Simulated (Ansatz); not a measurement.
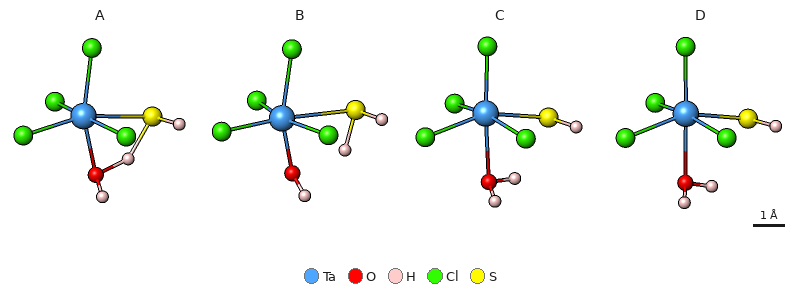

4 geometries from a converged minimum-energy path of TaH3SOCl4, shuffled. The picture is a ball-and-stick view, seen at a tilt.

Computed with Ansatz, RKS PBE/def2-SVP. Run with 7 movable images; climbing image; force threshold 0.03 eV/Å; iteration limit 60; starting path through a guess of the saddle point.

Which of them lies highest in energy?

Answer. A. In order along the path, whose images run from 0 to 8: B (image 2, +2.7 kcal/mol), A (image 4, +13.0 kcal/mol), C (image 6, +1.8 kcal/mol), D (image 7, +0.9 kcal/mol). A hydrogen atom shifts from one atom to another. Breaking: H–S (1.36 → 2.70 Å). Forming: H–O (2.96 → 0.98 Å).

Cost: 7 min on 4 threads of Arm Neoverse V1 (shared host), peak memory 0.28 GiB.
